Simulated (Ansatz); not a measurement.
## C3H6AlN: a changed input and its effect

System: C3H6AlN.
Method of the first run: RKS wB97X-V/def2-TZVPP (Ansatz 0.2.0).

The geometry comes from this level: PBE0-D4/def2-TZVP. Text and figures count atoms from 1; the logs count them from 0 in places.

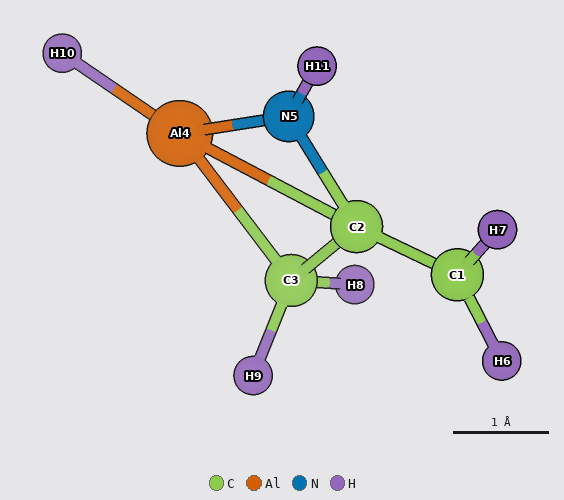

Fig. 1: The input geometry (ball-and-stick view, seen at a tilt; atoms are numbered from 1 in the order of the input). Sticks mark near contacts.

Input, the first run:
```yaml
crystal:
  periodic: [false, false, false]
  atoms:
    - {symbol: C, position_ang: [0.511759, 1.477872, 0.842826]}
    - {symbol: C, position_ang: [0.206920, 0.335842, 0.222556]}
    - {symbol: C, position_ang: [-1.141037, -0.044162, -0.387460]}
    - {symbol: Al, position_ang: [-0.210848, -1.702120, -0.843158]}
    - {symbol: N, position_ang: [1.051979, -0.760577, -0.004260]}
    - {symbol: H, position_ang: [-0.232799, 2.253762, 0.956042]}
    - {symbol: H, position_ang: [1.501340, 1.660346, 1.247017]}
    - {symbol: H, position_ang: [-1.940954, -0.069387, 0.354549]}
    - {symbol: H, position_ang: [-1.441360, 0.634513, -1.187643]}
    - {symbol: H, position_ang: [-0.240631, -3.134790, -1.506818]}
    - {symbol: H, position_ang: [2.000932, -0.708198, 0.327052]}
basis:
  gaussian: {orbitals: def2-TZVPP}
hamiltonian: {xc: {name: wB97X-V}}
output: {orbitals: {seedname: orbitals}}
```

Launched with:
```bash
ansatz run in.yaml --threads 4 --pin off --events-out ev --progress --plain --max-ram 10444MiB
```

Hardware: 4 threads of Arm Neoverse V2, 23 GiB of memory available, shared host.

Output (the first run):
```
Functional definition: wB97X-V
  parameter omega = 0.3/bohr
  parameter cx = 0.167
  parameter cx1 = 0.603
  parameter cx2 = 1.194
  parameter css0 = 0.556
  parameter css1 = -0.257
  parameter cos0 = 1.219
  parameter cos1 = -1.850
  parameter b = 6.0
  parameter c = 0.01
  exchange = spin_sum(e_x_unif_sr(omega)*poly(b97_u_x, 1 - cx, cx1, cx2)) + cx*exact_x_sr(omega) + exact_x_lr(omega)
  correlation = spin_sum(e_c_pw_same_spin*poly(b97_u_same, css0, css1))
      + integral(e_c_pw_opposite_spin*poly(b97_u_opposite, cos0, cos1)) + vv10(b, c)
1337 factors; their error is unknown
336 factors; integrals over basis functions are off by at most 1.1e-5 eV
mean field evaluation 1: about -11287.2393 eV, gradient 5.8e1 eV
mean field evaluation 2: about -11289.1370 eV, gradient 5.2e1 eV
mean field evaluation 4: about -11294.8507 eV, gradient 2.9e0 eV
mean field evaluation 8: about -11294.8805 eV, gradient 1.2e-1 eV
mean field evaluation 16: about -11294.8784 eV, gradient 2.7e-4 eV
mean field -11294.87843416 eV, -415.0791265119 hartree, gradient 2.0e-5 eV, S^2 0.000000; 0 other end points of the search recorded, 0 dependent functions left out
reference -11294.87843188 eV, -415.0791264278 hartree; 22, 22 occupied and 228, 228 virtual orbitals, 1337 factors
Total energy: -11294.87843188 eV, -415.0791264278 hartree
```

For the second run the input was changed thus:
```diff
-hamiltonian: {xc: {name: wB97X-V}}
+hamiltonian: {xc: pbe0, dispersion: d4}
```

Predict how the results change.

The total energies belong to different models, so their difference says nothing on which is more stable or more accurate. The HOMO goes from −8.01 to −5.79 eV. The LUMO goes from 1.01 to −0.83 eV. On the same kind of shared host the second run took about 0.37 times as long.

Output (the second run):
```
Functional definition: PBE0
  parameter a = 0.25
  parameter kappa = 0.804
  parameter beta = 0.06672455060314922
  exchange = (1 - a)*pbe_x(kappa = kappa, mu = beta*pi^2/3) + a*exact_x
  correlation = pbe_c(beta = beta)
1349 factors; their error is unknown
mean field evaluation 1: about -11275.6909 eV, gradient 7.5e1 eV
mean field evaluation 2: about -11240.7141 eV, gradient 1.3e2 eV
mean field evaluation 4: about -11288.3831 eV, gradient 9.6e0 eV
mean field evaluation 8: about -11288.5995 eV, gradient 2.7e-1 eV
mean field evaluation 16: about -11288.6107 eV, gradient 1.5e-4 eV
mean field -11288.61073251 eV, -414.8487927245 hartree, gradient 2.5e-5 eV, S^2 0.000000; 0 other end points of the search recorded, 0 dependent functions left out
reference -11288.61076812 eV, -414.8487940332 hartree; 22, 22 occupied and 228, 228 virtual orbitals, 1349 factors
Total energy: -11288.80563502 eV, -414.8559552598 hartree
```

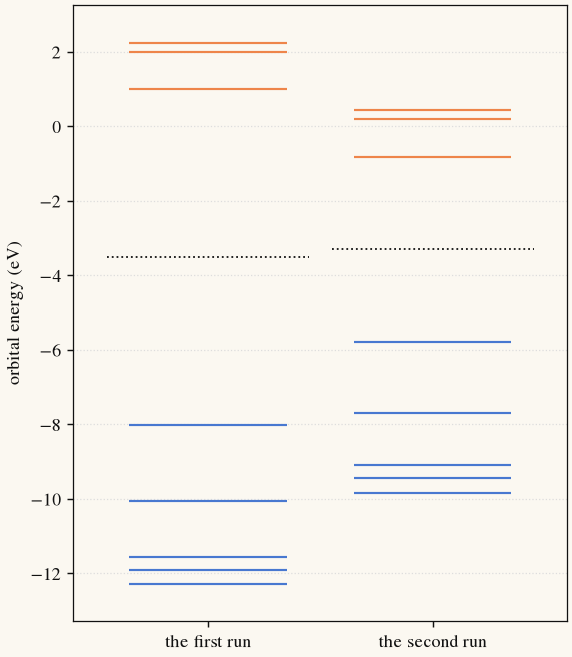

Fig. 2: The five highest filled and three lowest empty orbital energies of the two runs; the dotted lines part filled from empty levels. The HOMO–LUMO gap is 9.02 eV in the first run and 4.95 eV in the second run.

The two runs side by side:

```csv
quantity,the first run,the second run
outcome,converged,converged
total energy (hartree),−415.079126,−414.855955
HOMO (eV),−8.01,−5.79
LUMO (eV),1.01,−0.83
basis functions,250,250
wall time (shared host),6.5 s,2.4 s
```
